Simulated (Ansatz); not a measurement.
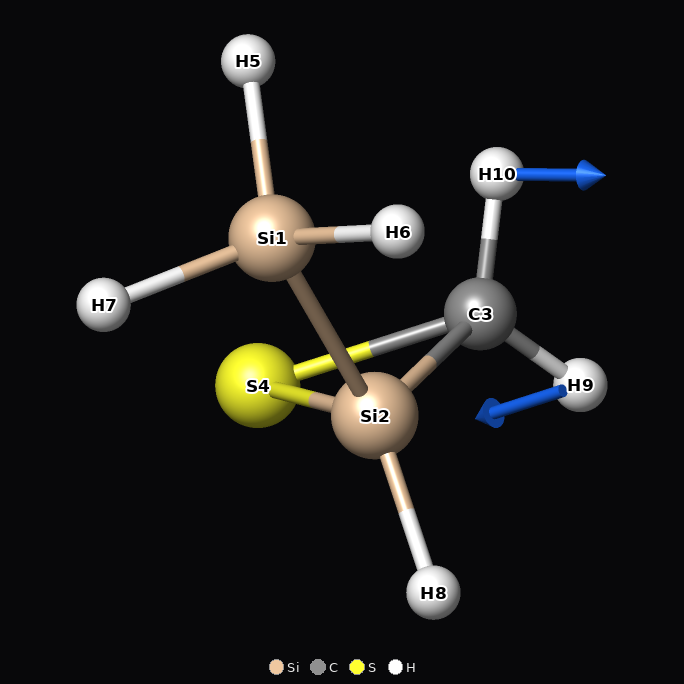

The arrows show one normal mode. Harmonic vibrations computed with RKS PBE0-D4/def2-TZVP (Ansatz 0.2.0) at a stationary point of the same level.

**What kind of motion is it?**

Mostly H–C–S bending.

**Estimate its harmonic wavenumber.**

964 cm⁻¹; it is mode 16 of 24 counted from the lowest.
